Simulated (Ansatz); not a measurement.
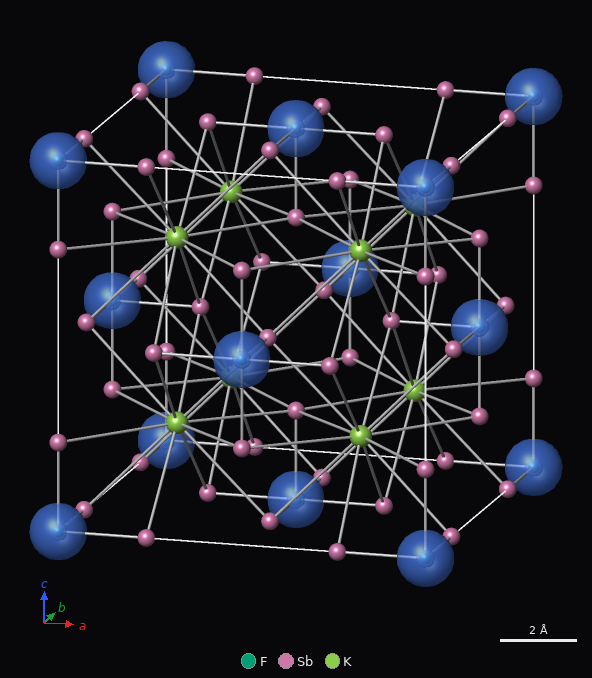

Figure. K₂Sb₆F. Isosurface of the electron localisation function at 0.65 (blue), seen slightly off an axis. Core shells are left out. Sticks mark near contacts.

Space group Fm-3m; built by placing these elements on a known structure type; not relaxed (largest force 1.1 eV/Å); computed without spin polarisation.

Computed with Ansatz 0.2.0, DFT, PAW plane waves, PBE.

In a PAW calculation such maps are meaningful between the atoms, not at the nuclei.

> What do the ELF domains correspond to?

The surface consists of four regions wrapped around F (the valence shell of each), counted in one cell of 36 atoms. Regions shared between cells count once. Along the contacts the grid gives the following. Sb–F (2.44 Å): the ELF is about 0.15 at the midpoint (no localised pair shows between them). K–Sb (3.60 Å): the ELF peaks at about 0.60 in the valence shell of Sb, 1.4 Å from its nucleus, and drops to about 0.05 between the two atoms (no shared electron pair shows on this line).
